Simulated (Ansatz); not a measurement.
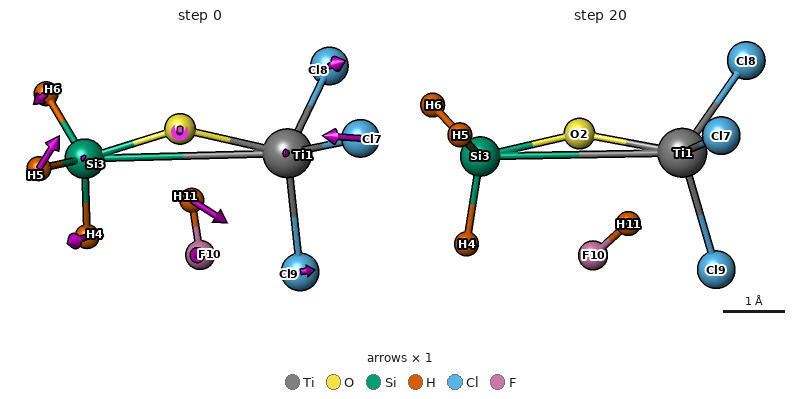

The structure of TiSiH₄OCl₃F before (left) and after (right) a relaxation, at one scale. The purple arrows give the displacements, at their true length.

The picture is a ball-and-stick view, seen from a free direction.

The run prepares an end point of a later path (reaction) calculation, from a guessed geometry.

The calculation used RKS PBE/def2-SVP in Ansatz.

The input:
```yaml
crystal:
  periodic: [false, false, false]
  atoms:
    - { symbol: Ti, position_ang: [-0.152835, 0.155568, -0.050891] }
    - { symbol: O, position_ang: [-0.318922, 0.184565, 1.802371] }
    - { symbol: Si, position_ang: [-1.282747, -0.429266, 3.063622] }
    - { symbol: H, position_ang: [-2.220255, -1.470238, 2.525509] }
    - { symbol: H, position_ang: [-0.372855, -1.022719, 4.099709] }
    - { symbol: H, position_ang: [-2.05182, 0.713167, 3.662378] }
    - { symbol: Cl, position_ang: [1.964751, 0.121104, -0.616841] }
    - { symbol: Cl, position_ang: [-1.016193, 2.01387, -0.801322] }
    - { symbol: Cl, position_ang: [-1.304296, -1.469183, -0.939754] }
    - { symbol: F, position_ang: [0.959073, -2.19031, 1.511456] }
    - { symbol: H, position_ang: [1.235799, -1.382059, 1.886364] }
basis:
  gaussian: { orbitals: def2-SVP }
hamiltonian:
  xc: pbe
relax:
  f_tol: 0.03
  max_steps: 50
```

Launched with:
```bash
ansatz run input.yaml --threads 4 --pin off --max-ram 5120MiB --backend cpu --events-out ev --progress --plain --runs-dir out
```

Describe what moved and what it gained.

The largest move after the best rigid fit is that of H11, 0.72 Å. Largest moves by element: H 0.72 Å, Cl 0.70 Å, O 0.64 Å, F 0.38 Å, Ti 0.12 Å, Si 0.08 Å. Some distances before and after: Ti1–F10 3.030 → 2.870 Å, Ti1–O2 1.861 → 1.746 Å, Ti1–H11 2.836 → 2.737 Å, Ti1–Cl7 2.192 → 2.256 Å. Bond angles that change, for instance: Si3–Ti1–Cl7 124.1° → 105.4°, Ti1–Si3–H5 120.3° → 104.2°, Si3–Ti1–Cl8 109.5° → 120.8°. The energy falls by 25.9 kJ/mol in 18 accepted moves (20 points after the start). The largest force component goes from 1.7 to 0.023 eV/Å. The line search rejected the trial steps at points 2, 15 of the run. The run took 56 s on 4 threads of Arm Neoverse V2, on a shared host, peak memory 0.27 GiB.

Limits of the set-up: the start holds two separate molecules, 2.2 Å apart at their closest, whose relative position is a soft coordinate and is computed without a dispersion correction.
